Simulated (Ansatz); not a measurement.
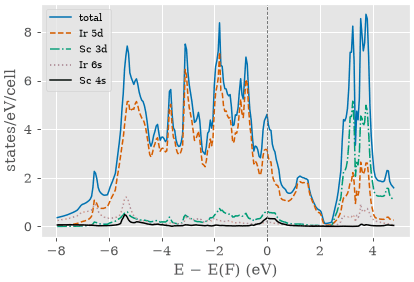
Figure. Total and projected density of states of ScIr₃ (Cu3Au type, Pm-3m), the program Ansatz at the LDA level (PAW)

Which orbitals carry the states next to the Fermi level?

Within 0.5 eV of the Fermi level: Ir 5d 70 %, Sc 3d 13 %, Sc 4s 6 %, outside the projected shells 6 %. Projections are on Löwdin-orthogonalised atomic valence shells; empty p or d shells of many metals are not among them.

Where is the tallest occupied peak in this window, and what makes it?

Near -1.8 eV, about 8.4 states/eV per cell; the largest projected share is Ir 5d.

The workflow started from a Materials Project entry (that database holds measured and hypothetical structures alike); the Crystallography Open Database copy checked does not list it. With Sc and Ir taken as one species the cell has the higher symmetry Fm-3m, so it may be an ordered model of a mixed-site phase. Its standing as an ambient phase is unchecked. The LDA relaxation kept the symmetry of its start; of distortions, only those at the zone centre were tested. No spin polarisation was allowed. Spin–orbit coupling is left out wherever it is not named.

Potentials: the later of the program's two PAW sets.
